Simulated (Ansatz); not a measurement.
# Cu3H3 (charge −1, doublet): what the fields show

Input file:

```
crystal:
  periodic: [false, false, false]
  atoms:
    - {symbol: Cu, position_ang: [0.682071, -0.113475, 0.004988]}
    - {symbol: Cu, position_ang: [2.824058, 1.057739, -0.161090]}
    - {symbol: Cu, position_ang: [-1.758315, -0.359686, 0.363711]}
    - {symbol: H, position_ang: [-3.176434, -0.226364, -0.237068]}
    - {symbol: H, position_ang: [1.780275, 0.206780, -1.109313]}
    - {symbol: H, position_ang: [-0.351654, -0.564984, 1.138772]}
basis:
  gaussian: {orbitals: def2-TZVPD, initial_orbitals: start.molden}
total_charge: -1
magnetization: {spin_polarized: true, initial_magnetization: 1}
hamiltonian: {xc: pbe0, dispersion: d4}
scf: {omitted_lower_state_checks: [starts]}
output: {orbitals: {seedname: orbitals}}
```

Command:

```sh
ansatz run in.yaml --threads 4 --pin off --events-out ev --progress --plain --max-ram 3916MiB
```

Geometry: PBE0-D4/def2-SVPD.

The calculation used UKS PBE0-D4/def2-TZVPD (Ansatz 0.2.0).

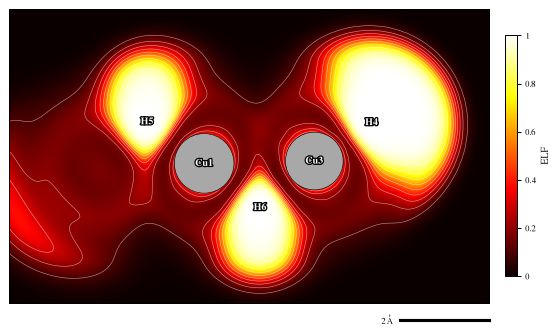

Figure 1. ELF on the plane of atoms Cu3, Cu1 and H5. Grey discs cover the atomic cores.

What do the fields say about this system?

Answer.
- Atoms in the plane: Cu and H.
- Cu–H (1.55 Å): the ELF climbs to about 1 towards the hydrogen.

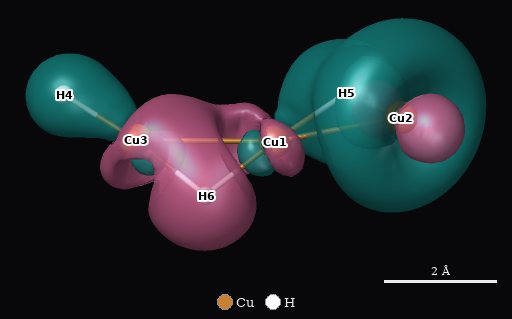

Figure 2. The HOMO−1 (β) at ±0.06 Å⁻³ᐟ² (teal and pink are the two phases), seen at a tilt.

Where does this orbital lie, and at what energy?

Answer. By Hirshfeld shares it lies mainly on Cu2 (about 70 %), Cu1 (about 10 %) and Cu3 (about 5 %). Its energy is −2.86 eV.

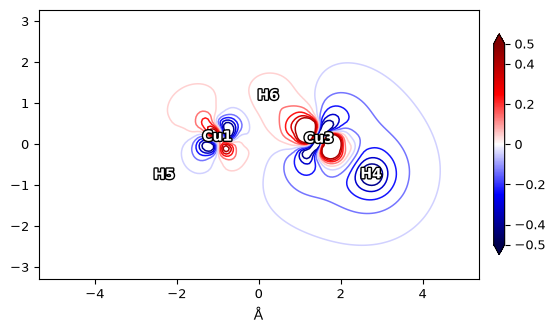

Figure 3. The HOMO−1 (α) on the plane of atoms Cu1, H6 and Cu3 (values in Å⁻³ᐟ²; the overall sign is arbitrary).

What is the character of this orbital?

Answer. Its weight (Hirshfeld) is mainly on Cu3 (about 65 %), H4 (about 25 %) and Cu1 (about 5 %). Its energy is −2.30 eV.
